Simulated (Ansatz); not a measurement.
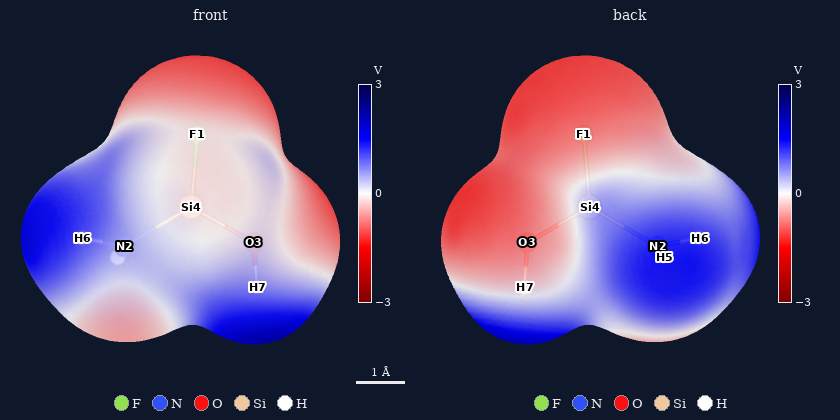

Figure 1: FH₃NOSi (SMILES N[Si](O)F) (doublet). The electrostatic potential painted on the density surface at 0.001 e/bohr³, seen from the front and from behind; the colour scale runs from red (negative) to blue (positive).

Geometry: PBE0-D3(BJ)/pcseg-1.

Level of theory: isolated molecule in a Gaussian basis; Kohn-Sham density functional theory, functional PBE0 in Ansatz 0.2.0.

Input

```
crystal:
  periodic: [false, false, false]
  atoms:
    - {symbol: F, position_ang: [0.425839, 2.756591, 2.191843]}
    - {symbol: "N", position_ang: [-0.229579, 0.601236, 3.881488]}
    - {symbol: O, position_ang: [0.826288, 0.361194, 1.367450]}
    - {symbol: Si, position_ang: [0.860736, 1.283150, 2.746433]}
    - {symbol: H, position_ang: [-1.168318, 0.343420, 3.588183]}
    - {symbol: H, position_ang: [-0.213409, 0.899980, 4.849078]}
    - {symbol: H, position_ang: [1.009255, -0.575784, 1.508142]}
basis:
  gaussian:
    orbitals: def2-TZVPD
total_charge: 0
magnetization:
  spin_polarized: true
  initial_magnetization: 1
hamiltonian:
  xc: pbe0
output:
  forces: true
  orbitals: {seedname: orbitals}
```

Run with:

```sh
ansatz run input.yaml --threads 1 --pin off --max-ram 2610MiB --events-out events.jsonl --progress --plain --runs-dir runs
```

Q: Where is the surface potential most negative and most positive?

A: The most negative region (about −1.2 V) lies over F1 and O3, the most positive (about +2.1 V) over H7.
